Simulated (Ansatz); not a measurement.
# AlZnInSe2S2: complex band structure

Wanted: the relaxed cell of AlZnInSe2S2, its band edges and its decay constants. It is built by putting In for part of the Al in the Al2ZnSe2S2 structure of space group C2, with the volume rescaled by atomic radii. The parent structure comes from the Materials Project.

Calculated with Ansatz 0.2.0; LDA DFT, plane waves, PAW files, in the first sound run; inputs show where later runs differ.

The structure was built from a prototype and need not be the compound's stable phase.

## 1. Starting point

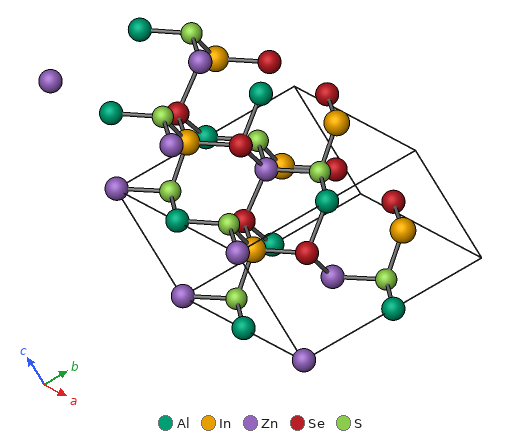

The cell as given, from a free direction (aluminium teal, indium orange, zinc purple, selenium red, sulfur green). 1×1×2 cells are drawn. This picture shows the conventional cell, with its axes. Bonds to atoms that aren't drawn are left out. Some periodic images of atoms are drawn too.

Coordinates:

```cif
data_structure
_symmetry_space_group_name_H-M 'C2'
_symmetry_Int_Tables_number 5
_cell_length_a 7.8127
_cell_length_b 10.8548
_cell_length_c 5.5814
_cell_angle_alpha 90.000
_cell_angle_beta 134.082
_cell_angle_gamma 90.000
_cell_volume 340.01
loop_
_atom_site_label
_atom_site_type_symbol
_atom_site_symmetry_multiplicity
_atom_site_Wyckoff_symbol
_atom_site_fract_x
_atom_site_fract_y
_atom_site_fract_z
_atom_site_occupancy
Al1 Al 2 a 0.00000 0.50491 0.00000 1
In1 In 2 b 0.00000 0.74458 0.50000 1
Zn1 Zn 2 a 0.50000 0.50418 0.00000 1
Se1 Se 4 c 0.73186 0.86839 0.48817 1
S1 S 4 c 0.23629 0.62978 0.98783 1
```

## 2. Cell and atoms at rest

The substituted atoms don't fit the parent's cell, so cell and atoms relax together. A small smearing keeps the run stable in case the gap closes on the way.

Contents of input.yaml:

```yaml
crystal:
  lattice:
    - [3.9063544775, -5.4273938937, 0.0]
    - [3.9063544775, 5.4273938937, 0.0]
    - [-3.8829404861, 0.0, 4.0093347925]
  atoms:
    - { symbol: Al, position: [0.4950915, 0.5049085, 0.0] }
    - { symbol: In, position: [0.255416, 0.744584, 0.5] }
    - { symbol: Zn, position: [0.995824, 0.004176, 0.0] }
    - { symbol: Se, position: [0.86347, 0.600246, 0.488171] }
    - { symbol: Se, position: [0.399754, 0.13653, 0.511829] }
    - { symbol: S, position: [0.606509, 0.866065, 0.987827] }
    - { symbol: S, position: [0.133935, 0.393491, 0.012173] }
kpoints:
  mp_grid: { grid: [4, 4, 6] }
scf:
  occupations: { method: gaussian, width: 0.03 }
hamiltonian:
  xc: lda
output:
  forces: true
  stress: true
relax:
  f_tol: 0.02
  max_steps: 60
  cell: {}
```

On the command line:

```console
$ ansatz run input.yaml --threads 2 --pin off --max-ram 4096MiB --backend cpu --events-out ev --progress --plain --runs-dir out
```

Numbers of over 12 decimals in the logs are rounded to 6 here.

Output:

```text
Engine: ansatz 0.2.0, aarch64-unknown-linux-gnu
Pseudopotentials: kind: paw
Pseudopotential: Al, paw, valence charge 3, recommended cutoff 420 eV (normal), Al.paw.azcp
Pseudopotential: In, paw, valence charge 13, recommended cutoff 420 eV (normal), In.paw.azcp
Pseudopotential: Zn, paw, valence charge 12, recommended cutoff 420 eV (normal), Zn.paw.azcp
Pseudopotential: Se, paw, valence charge 16, recommended cutoff 420 eV (normal), Se.paw.azcp
Pseudopotential: S, paw, valence charge 6, recommended cutoff 420 eV (normal), S.paw.azcp
Functional definition: SPW92
  exchange = slater_x
  correlation = pw_c
Crystal: 7 atoms, lattice volume = 170.006 Å³
Basis set: ecut = 420 eV, 3335 PW (Γ)
Bands: 44, of which v1, the nominal top of the filled ones, is band 36 counted from 1 (35 counted from 0)
Symmetry: 2 space group operations
Space group: C2 (ITA 5), of the structure as read, at distance tolerance 5.5e-5 Å
k-points: 34 of 96 (time reversal used)
Non-local potential: Al, projectors of the file, l = 0: 2, l = 1: 2, l = 2: 1
Non-local potential: In, projectors of the file, l = 0: 2, l = 1: 2, l = 2: 2, l = 3: 2
Non-local potential: Zn, projectors of the file, l = 0: 2, l = 1: 2, l = 2: 3, l = 3: 1
Non-local potential: Se, projectors of the file, l = 0: 2, l = 1: 2, l = 2: 3, l = 3: 1
Non-local potential: S, projectors of the file, l = 0: 2, l = 1: 2, l = 2: 2
PAW form: soft (Blöchl's): semilocal exchange-correlation on the pseudo side does not see the compensation charge
PAW frozen core: Al, regenerated for the run's functional, and the local potential with it (the file was generated under x = pbe(κ = 0.804, μ = 0.219515), c = pbe(β = 0.066725))
PAW frozen core: In, regenerated for the run's functional, and the local potential with it (the file was generated under x = pbe(κ = 0.804, μ = 0.219515), c = pbe(β = 0.066725))
PAW frozen core: Zn, regenerated for the run's functional, and the local potential with it (the file was generated under x = pbe(κ = 0.804, μ = 0.219515), c = pbe(β = 0.066725))
PAW frozen core: Se, regenerated for the run's functional, and the local potential with it (the file was generated under x = pbe(κ = 0.804, μ = 0.219515), c = pbe(β = 0.066725))
PAW frozen core: S, regenerated for the run's functional, and the local potential with it (the file was generated under x = pbe(κ = 0.804, μ = 0.219515), c = pbe(β = 0.066725))
PAW one-centre angular grid: Al, 110 points (default); XC on 64 Gauss nodes
PAW one-centre angular grid: In, 590 points (default); XC on 64 Gauss nodes
PAW one-centre angular grid: Zn, 590 points (default); XC on 64 Gauss nodes
PAW one-centre angular grid: Se, 590 points (default); XC on 64 Gauss nodes
PAW one-centre angular grid: S, 110 points (default); XC on 64 Gauss nodes
Initial density: superposition of atomic densities (neutral atoms: chi_scale 0, normalization atom), corrected by the library's trained network
Initial wavefunctions: pseudopotential atomic-orbital guess
Functional: x = slater, c = lda
SCF iter   1: F=—  HF=-21726.441575 eV  |F-HF|=—  |Δ(HF+E_count)|=         —  Δρ=5.92e-3  dr2=5.02e-2  ethr=1.77e-3  ⟨swp⟩=7.6  Hψ=6666  notcnv=0  defer=7
preconditioner: auto → Resta (q_TF=auto, 2.364 Å⁻¹)  ε∞=4.2  [insulator: Δε(μ)=1.658 eV  Ē_g=11.537 eV  σ=0.030 eV  W_gap=1.00  n_scr=36 (ndim 8)  ℏωp=20.5 eV  f_vac=0.043  D(μ)=0.00/eV (n_scr^D=0)  ε∞_Penn≈4.2]
SCF iter   2: F=—  HF=-21726.428353 eV  |F-HF|=—  |Δ(HF+E_count)|=   1.32e-2  Δρ=2.74e-3  dr2=1.06e-2  ethr=6.97e-5  ⟨swp⟩=2.0  Hψ=2746  notcnv=0  defer=76
SCF iter   3: F=—  HF=-21726.425832 eV  |F-HF|=—  |Δ(HF+E_count)|=   2.52e-3  Δρ=1.05e-3  dr2=1.11e-3  ethr=1.48e-5  ⟨swp⟩=2.0  Hψ=2183  notcnv=0  defer=76
SCF iter   4: F=—  HF=-21726.425475 eV  |F-HF|=—  |Δ(HF+E_count)|=   3.56e-4  Δρ=3.81e-4  dr2=1.93e-4  ethr=1.54e-6  ⟨swp⟩=2.0  Hψ=1959  notcnv=0  defer=76
SCF iter   5: F=—  HF=-21726.425416 eV  |F-HF|=—  |Δ(HF+E_count)|=   5.90e-5  Δρ=1.01e-4  dr2=1.86e-5  ethr=2.68e-7  ⟨swp⟩=2.0  Hψ=1728  notcnv=0  defer=76
SCF iter   6: F=—  HF=-21726.425372 eV  |F-HF|=—  |Δ(HF+E_count)|=   4.41e-5  Δρ=2.84e-5  dr2=1.83e-6  ethr=2.59e-8  ⟨swp⟩=2.9  Hψ=2777  notcnv=0  defer=76
SCF iter   7: F=—  HF=-21726.425373 eV  |F-HF|=—  |Δ(HF+E_count)|=   2.27e-7  Δρ=7.96e-6  dr2=1.45e-7  ethr=2.54e-9  ⟨swp⟩=2.0  Hψ=2644  notcnv=0  defer=76
SCF iter   8: F=-21726.425373 eV  HF=-21726.425373 eV  |F-HF|=2.60e-9  |Δ(HF+E_count)|=   4.98e-8  Δρ=2.00e-6  dr2=8.35e-9  ethr=1.39e-10  ⟨swp⟩=4.0  Hψ=5242  notcnv=0
SCF 1 converged in 8 iterations: F = -21726.425373 eV  dr2 = 8.35e-9
  greatest PAW one-centre occupation: 1.000 electrons in one spin orbital (limit 2), on the Se atom at site 3 (counted from 0), in its partial waves of l = 2
relax step   1: F+E_penalty+E_count = -21726.42537265 eV  Δ(F+E_penalty+E_count) = +0.000e0 eV  max|allowed force component| = 1.586e0 eV/Å  Δτ_max = 0.0000 Å  P = -0.402 GPa  Ω = 170.006 Å³  (8 SCF iters, dr2 threshold 1.00e-7 eV, accepted)
Crystal: 7 atoms, lattice volume = 161.513 Å³
Basis set: ecut = 420 eV, 3139 PW (Γ)
Initial density: handed on by an earlier stage of this run
Initial wavefunctions: those handed on with the density
iter 1 solved again at ethr=1.92e-4 eV; its pass at ethr=3.10e-3 eV (dr2=1.38e-1 eV) is discarded
SCF iter   1: F=—  HF=-21727.085590 eV  |F-HF|=—  |Δ(HF+E_count)|=         —  Δρ=9.87e-3  dr2=1.41e-1  ethr=1.92e-4  ⟨swp⟩=1.9  Hψ=7523  notcnv=0
preconditioner: auto → Resta (q_TF=auto, 2.385 Å⁻¹)  ε∞=4.3  [insulator: Δε(μ)=1.554 eV  Ē_g=11.583 eV  σ=0.030 eV  W_gap=1.00  n_scr=36 (ndim 8)  ℏωp=21.1 eV  f_vac=0.011  D(μ)=0.00/eV (n_scr^D=0)  ε∞_Penn≈4.3]
SCF iter   2: F=—  HF=-21727.046412 eV  |F-HF|=—  |Δ(HF+E_count)|=   3.92e-2  Δρ=4.82e-3  dr2=2.93e-2  ethr=1.92e-4  ⟨swp⟩=2.8  Hψ=2039  notcnv=0
SCF iter   3: F=—  HF=-21727.038528 eV  |F-HF|=—  |Δ(HF+E_count)|=   7.88e-3  Δρ=8.74e-4  dr2=1.32e-3  ethr=4.07e-5  ⟨swp⟩=3.0  Hψ=3071  notcnv=0
SCF iter   4: F=—  HF=-21727.038333 eV  |F-HF|=—  |Δ(HF+E_count)|=   1.96e-4  Δρ=3.60e-4  dr2=2.28e-4  ethr=1.83e-6  ⟨swp⟩=2.0  Hψ=2811  notcnv=0  defer=1
SCF iter   5: F=—  HF=-21727.038201 eV  |F-HF|=—  |Δ(HF+E_count)|=   1.32e-4  Δρ=1.67e-4  dr2=3.64e-5  ethr=3.17e-7  ⟨swp⟩=2.0  Hψ=2719  notcnv=0  defer=1
SCF iter   6: F=—  HF=-21727.038191 eV  |F-HF|=—  |Δ(HF+E_count)|=   1.00e-5  Δρ=8.58e-5  dr2=1.09e-5  ethr=5.06e-8  ⟨swp⟩=2.0  Hψ=2070  notcnv=0  defer=1
SCF iter   7: F=—  HF=-21727.038189 eV  |F-HF|=—  |Δ(HF+E_count)|=   1.94e-6  Δρ=3.57e-5  dr2=2.27e-6  ethr=1.52e-8  ⟨swp⟩=2.0  Hψ=1701  notcnv=0  defer=1
SCF iter   8: F=-21727.038189 eV  HF=-21727.038189 eV  |F-HF|=7.86e-8  |Δ(HF+E_count)|=   2.43e-7  Δρ=8.87e-6  dr2=1.44e-7  ethr=9.72e-10  ⟨swp⟩=4.2  Hψ=4914  notcnv=0
SCF 2 converged in 8 iterations: F = -21727.038189 eV  dr2 = 1.44e-7
  greatest PAW one-centre occupation: 1.000 electrons in one spin orbital (limit 2), on the Se atom at site 4 (counted from 0), in its partial waves of l = 2
relax step   2: F+E_penalty+E_count = -21727.03818861 eV  Δ(F+E_penalty+E_count) = -6.128e-1 eV  max|allowed force component| = 3.665e-1 eV/Å  Δτ_max = 0.1991 Å  P = -1.096 GPa  Ω = 161.513 Å³  energy of the carried Pulay correction = +1.719e-3 eV  (8 SCF iters, dr2 threshold 7.00e-7 eV, accepted)
Crystal: 7 atoms, lattice volume = 157.798 Å³
Basis set: ecut = 420 eV, 3047 PW (Γ)
iter 1 solved again at ethr=2.11e-5 eV; its pass at ethr=3.10e-3 eV (dr2=1.52e-2 eV) is discarded
SCF iter   1: F=—  HF=-21727.102011 eV  |F-HF|=—  |Δ(HF+E_count)|=         —  Δρ=3.43e-3  dr2=1.54e-2  ethr=2.11e-5  ⟨swp⟩=2.8  Hψ=8285  notcnv=0
preconditioner: auto → Resta (q_TF=auto, 2.394 Å⁻¹)  ε∞=4.4  [insulator: Δε(μ)=1.608 eV  Ē_g=11.646 eV  σ=0.030 eV  W_gap=1.00  n_scr=36 (ndim 8)  ℏωp=21.3 eV  f_vac=0.008  D(μ)=0.00/eV (n_scr^D=0)  ε∞_Penn≈4.4]
SCF iter   2: F=—  HF=-21727.098082 eV  |F-HF|=—  |Δ(HF+E_count)|=   3.93e-3  Δρ=1.80e-3  dr2=4.24e-3  ethr=2.11e-5  ⟨swp⟩=2.3  Hψ=1917  notcnv=0
SCF iter   3: F=—  HF=-21727.096839 eV  |F-HF|=—  |Δ(HF+E_count)|=   1.24e-3  Δρ=2.73e-4  dr2=1.70e-4  ethr=5.89e-6  ⟨swp⟩=2.4  Hψ=2238  notcnv=0
SCF iter   4: F=—  HF=-21727.096811 eV  |F-HF|=—  |Δ(HF+E_count)|=   2.73e-5  Δρ=3.24e-4  dr2=1.01e-4  ethr=2.36e-7  ⟨swp⟩=2.7  Hψ=2746  notcnv=0
SCF iter   5: F=—  HF=-21727.096750 eV  |F-HF|=—  |Δ(HF+E_count)|=   6.14e-5  Δρ=6.80e-5  dr2=6.39e-6  ethr=1.40e-7  ⟨swp⟩=2.1  Hψ=2075  notcnv=0
SCF iter   6: F=-21727.096748 eV  HF=-21727.096748 eV  |F-HF|=1.24e-7  |Δ(HF+E_count)|=   1.69e-6  Δρ=1.48e-5  dr2=5.21e-7  ethr=9.72e-10  ⟨swp⟩=3.9  Hψ=6510  notcnv=0
SCF 3 converged in 6 iterations: F = -21727.096748 eV  dr2 = 5.21e-7
relax step   3: F+E_penalty+E_count = -21727.09674825 eV  Δ(F+E_penalty+E_count) = -5.856e-2 eV  max|allowed force component| = 2.471e-1 eV/Å  Δτ_max = 0.0837 Å  P = -0.177 GPa  Ω = 157.798 Å³  energy of the carried Pulay correction = +2.498e-3 eV  (6 SCF iters, dr2 threshold 7.00e-7 eV, accepted)
[...]
relax step   4: F+E_penalty+E_count = -21727.10614493 eV  Δ(F+E_penalty+E_count) = -9.397e-3 eV  max|allowed force component| = 8.110e-2 eV/Å  Δτ_max = 0.0243 Å  P = +0.107 GPa  Ω = 157.131 Å³  energy of the carried Pulay correction = +2.640e-3 eV  (5 SCF iters, dr2 threshold 7.00e-7 eV, accepted)
[...]
relax step   5: F+E_penalty+E_count = -21727.10805665 eV  Δ(F+E_penalty+E_count) = -1.912e-3 eV  max|allowed force component| = 2.491e-2 eV/Å  Δτ_max = 0.0150 Å  P = -0.021 GPa  Ω = 157.834 Å³  energy of the carried Pulay correction = +2.491e-3 eV  (6 SCF iters, dr2 threshold 4.11e-7 eV, accepted)
[...]
relax step   6: F+E_penalty+E_count = -21727.10820023 eV  Δ(F+E_penalty+E_count) = -1.436e-4 eV  max|allowed force component| = 6.039e-3 eV/Å  Δτ_max = 0.0028 Å  P = +0.002 GPa  Ω = 157.716 Å³  energy of the carried Pulay correction = +2.516e-3 eV  (5 SCF iters, dr2 threshold 3.88e-8 eV, accepted)
Initial wavefunctions: pseudopotential atomic-orbital guess (no wavefunctions were taken with the density)
iter 1 solved again at ethr=1.07e-7 eV; its pass at ethr=3.10e-3 eV (dr2=7.69e-5 eV) is discarded
SCF iter   1: F=—  HF=-21727.106184 eV  |F-HF|=—  |Δ(HF+E_count)|=         —  Δρ=1.64e-4  dr2=2.24e-6  ethr=1.07e-7  ⟨swp⟩=3.1  Hψ=10334  notcnv=0
preconditioner: auto → Resta (q_TF=auto, 2.394 Å⁻¹)  ε∞=4.3  [insulator: Δε(μ)=1.597 eV  Ē_g=11.652 eV  σ=0.030 eV  W_gap=1.00  n_scr=36 (ndim 8)  ℏωp=21.3 eV  f_vac=0.010  D(μ)=0.00/eV (n_scr^D=0)  ε∞_Penn≈4.3]
SCF iter   2: F=—  HF=-21727.106194 eV  |F-HF|=—  |Δ(HF+E_count)|=   1.00e-5  Δρ=9.24e-5  dr2=1.95e-6  ethr=3.11e-9  ⟨swp⟩=2.0  Hψ=2720  notcnv=0
SCF iter   3: F=—  HF=-21727.106203 eV  |F-HF|=—  |Δ(HF+E_count)|=   8.71e-6  Δρ=2.92e-5  dr2=1.10e-7  ethr=2.71e-9  ⟨swp⟩=2.0  Hψ=1883  notcnv=0
SCF iter   4: F=—  HF=-21727.106204 eV  |F-HF|=—  |Δ(HF+E_count)|=   9.29e-7  Δρ=5.76e-6  dr2=2.24e-8  ethr=1.52e-10  ⟨swp⟩=2.0  Hψ=2095  notcnv=0
SCF iter   5: F=—  HF=-21727.106204 eV  |F-HF|=—  |Δ(HF+E_count)|=   8.42e-9  Δρ=1.34e-6  dr2=9.42e-10  ethr=3.10e-11  ⟨swp⟩=2.0  Hψ=2719  notcnv=0
SCF iter   6: F=—  HF=-21727.106204 eV  |F-HF|=—  |Δ(HF+E_count)|=   1.92e-9  Δρ=6.00e-7  dr2=2.33e-10  ethr=1.31e-12  ⟨swp⟩=3.0  Hψ=3131  notcnv=0
SCF iter   7: F=-21727.106204 eV  HF=-21727.106204 eV  |F-HF|=7.28e-12  |Δ(HF+E_count)|=  1.60e-10  Δρ=1.11e-7  dr2=6.17e-12  ethr=1.00e-12  ⟨swp⟩=4.0  Hψ=5304  notcnv=0
SCF 7 converged in 7 iterations: F = -21727.106204 eV  dr2 = 6.17e-12
relax step   7: F+E_penalty+E_count = -21727.10620387 eV  Δ(F+E_penalty+E_count) = +1.996e-3 eV  max|allowed force component| = 6.096e-3 eV/Å  Δτ_max = 0.0000 Å  P = -0.004 GPa  Ω = 157.716 Å³  stress off target by 1.60e-2 GPa  SCF on the basis re-selected at this cell (its energy is not comparable with the rows above)  (7 SCF iters)
basis re-selected at this cell: Δ(F+E_penalty+E_count) = +1.996e-3 eV, ΔP = -0.006 GPa vs the last step (what re-selecting the basis moved, of the pressure what is left beyond the Pulay correction that the steps carried, after the strain that the cell walked since its last selection, with what the two solves' SCF thresholds leave and, on support functions, any second-order correction that the steps lacked; it is no measure of the basis error at this ecutwfc). The dense FFT grid was sized anew with the basis: this SCF ran on 45×45×36 points, the steps before it on 45×45×40, so part of this shift can come from that change (see relax.cell in the input reference). [rest of the remark cut]
SCF converged after 7 iterations
Free energy (F): -21727.106204 eV
Harris-Foulkes:  -21727.106204 eV  (|F-HF|=7.28e-12)
Internal energy: -21727.106204 eV  (E = F + TS)
E sigma→0 (E₀):  -21727.106204 eV
Fermi energy:    7.110474 eV
--- Per-component energies (eV) ---
  E_band       = -856.042700
  E_kinetic    = 854.750280
  E_local      = -9216.324590  (includes V_loc(G=0)·N_el)
  E_nonlocal   = -121.133431
  E_hartree    = 4237.572872
  E_xc         = -789.106798
  E_vxc        = -557.795103  (∫ρ·V_xc dr)
  E_paw        = -11007.534139  (= ΣΔE_a)
  E_vpaw       = -290.684051  (= ΣTr[D̂ρ^β])
  E_aug_tail   = -0.001536  (compensation charges beyond the density's cutoff)
  E_ewald      = -5691.967375
  E_core_change = 6.638514  (= ΣΔE_core)
  E_smearing   = -0.000000  (= −TS)
  E_closure    = -0.000000  (closes the sum)
  Σ components = -21727.106204   (vs F -21727.106204, Δ=0.00e0)
--- Forces (eV/Å), atoms counted from 1 ---
  atom   1  Al     0.00000000     0.00089867     0.00000000
  atom   2  In     0.00000000     0.00338413    -0.00000000
  atom   3  Zn     0.00000000     0.00609535     0.00000000
  atom   4  Se     0.00085456    -0.00115794    -0.00015149
  atom   5  Se    -0.00085456    -0.00115794     0.00015149
  atom   6  S     -0.00171923    -0.00403262     0.00191273
  atom   7  S      0.00171923    -0.00403262    -0.00191273
  max |Σ_I F_I| component: 2.97e-6 eV/Å
--- Stress (GPa, compression-positive) ---
        0.003220      -0.000000       0.001936
       -0.000000      -0.016010       0.000000
        0.001936       0.000000       0.001897
  P = ⅓ Tr σ = -0.0036 GPa (-0.036 kbar)
--- Relaxed structure (6 steps of the walk, 6 accepted, 1 SCFs on fresh bases) ---
  F+E_penalty+E_count = -21727.10620387 eV   max|allowed force component| = 6.096e-3 eV/Å   (the final SCF, on the basis selected at the relaxed cell)
  cell:  # Å, volume = 157.7160 Å³
    - [3.760279, -5.504038, -0.010219]
    - [3.760279, 5.504038, -0.010219]
    - [-3.748229, 6.087771939795505e-18, 3.820355]
  atoms:
    - { symbol: Al, position: [0.495209, 0.504791, -4.336808689942018e-19] }
    - { symbol: In, position: [0.252851, 0.747149, 0.500000] }
    - { symbol: Zn, position: [0.995235, 0.0047651, 0.0] }
    - { symbol: Se, position: [0.838893, 0.585583, 0.493314] }
    - { symbol: Se, position: [0.414417, 0.161107, 0.506686] }
    - { symbol: S, position: [0.641861, 0.888466, 1.040262] }
    - { symbol: S, position: [0.111534, 0.358139, -0.040262] }
```

Elapsed: 67 s, on 2 threads of Arm Neoverse V2, shared host; peak memory 0.54 GiB.

The steps of the relaxation:

| step | energy less that of the first step (eV) | largest force component (eV/Å) | pressure (GPa) | volume (Å³) |
| --- | --- | --- | --- | --- |
| 1 | 0.0000 | 1.5864 | -0.40 | 170.01 |
| 2 | -0.6128 | 0.3665 | -1.10 | 161.51 |
| 3 | -0.6714 | 0.2471 | -0.18 | 157.80 |
| 4 | -0.6808 | 0.0811 | 0.11 | 157.13 |
| 5 | -0.6827 | 0.0249 | -0.02 | 157.83 |
| 6 | -0.6828 | 0.0060 | 0.00 | 157.72 |
| 7* | -0.6808 | 0.0061 | 0.00 | 157.72 |

Relaxation steps marked * repeat the geometry before them on a plane-wave basis chosen anew for their cell, so energy and pressure can jump there.

Forces are held to the 2 operations that the run works with; a distortion that breaks them can't arise in this run.

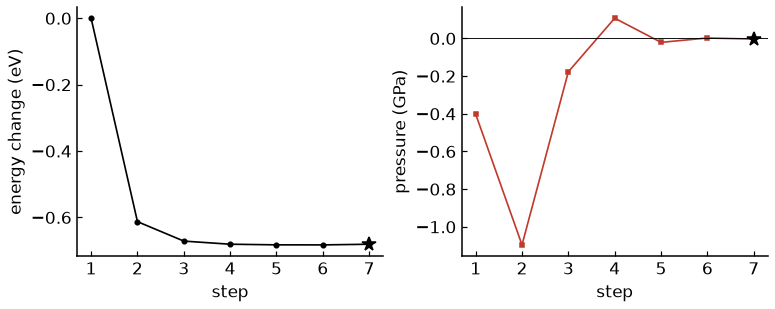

Energy and pressure along the relaxation. Stars mark steps on a basis chosen anew.

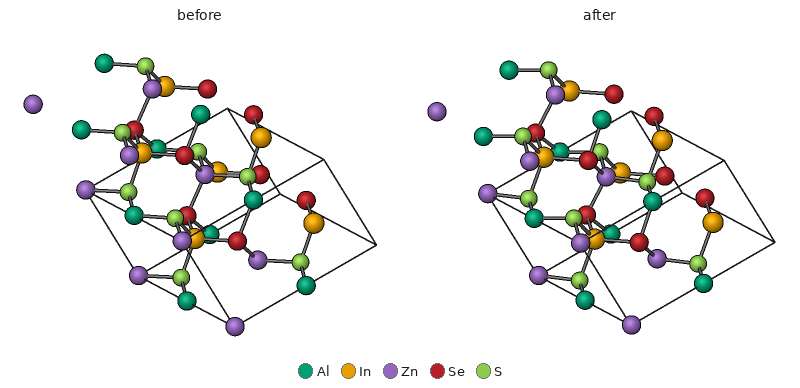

The structure before and after the relaxation, drawn at the same scale. Bonds to atoms that aren't drawn are left out.

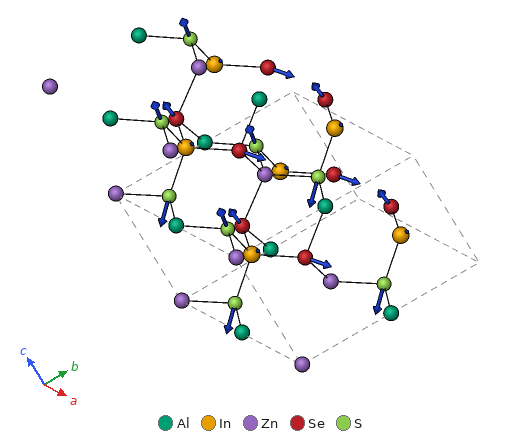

Displacements in the relaxation, exaggerated, measured against the changing cell; the longest in the cell stands for 0.21 Å. Bonds to atoms that aren't drawn are left out. 1×1×2 conventional cells are drawn. Some periodic images of atoms are drawn too.

| cell as run | before | after | change |
| --- | --- | --- | --- |
| a (Å) | 6.687 | 6.666 | -0.3 % |
| b (Å) | 6.687 | 6.666 | -0.3 % |
| c (Å) | 5.581 | 5.352 | -4.1 % |
| α (°) | 113.98 | 113.34 | -0.6 % |
| β (°) | 113.98 | 113.34 | -0.6 % |
| γ (°) | 108.51 | 111.32 | +2.6 % |
| volume (Å³/atom) | 24.29 | 22.53 | -7.2 % |

The atoms that moved most (Å, as changes of fractional coordinates times the final cell):

| atom | dx | dy | dz | length |
| --- | --- | --- | --- | --- |
| S7 | -0.021 | -0.071 | -0.200 | 0.213 |
| S6 | 0.021 | -0.071 | 0.200 | 0.213 |
| Se4 | -0.167 | 0.055 | 0.020 | 0.177 |
| Se5 | 0.167 | 0.055 | -0.020 | 0.177 |
| In2 | 0.000 | 0.028 | 0.000 | 0.028 |
| Zn3 | 0.000 | 0.006 | 0.000 | 0.006 |

Final coordinates:

```cif
data_structure
_symmetry_space_group_name_H-M 'P 1'
_symmetry_Int_Tables_number 1
_cell_length_a 6.6659
_cell_length_b 6.6659
_cell_length_c 5.3520
_cell_angle_alpha 113.338
_cell_angle_beta 113.338
_cell_angle_gamma 111.319
_cell_volume 157.72
loop_
_atom_site_label
_atom_site_type_symbol
_atom_site_fract_x
_atom_site_fract_y
_atom_site_fract_z
_atom_site_occupancy
Al1 Al 0.49521 0.50479 0.00000 1
In2 In 0.25285 0.74715 0.50000 1
Zn3 Zn 0.99523 0.00477 0.00000 1
Se4 Se 0.83889 0.58558 0.49331 1
Se5 Se 0.41442 0.16111 0.50669 1
S6 S 0.64186 0.88847 0.04026 1
S7 S 0.11153 0.35814 0.95974 1
```

Numbers from this step:

| Property | Result |
| --- | --- |
| free energy | -21727.1062 eV |
| Fermi energy | 7.110 eV |
| pressure | -0.003631 GPa |

The largest force component on a free atom ends at 0.0061 eV/Å.

[end of part 1 of 2]

[Logs are printed without paths, hosts, clocks, repeated set-up lines and the standing remarks that a program may print on its own settings, such as how far it seeks lower states.]

[Hosts, paths, dates, database ids (printed as entryN), source tags and the programs' standing remarks are cut or masked in the printed files.]
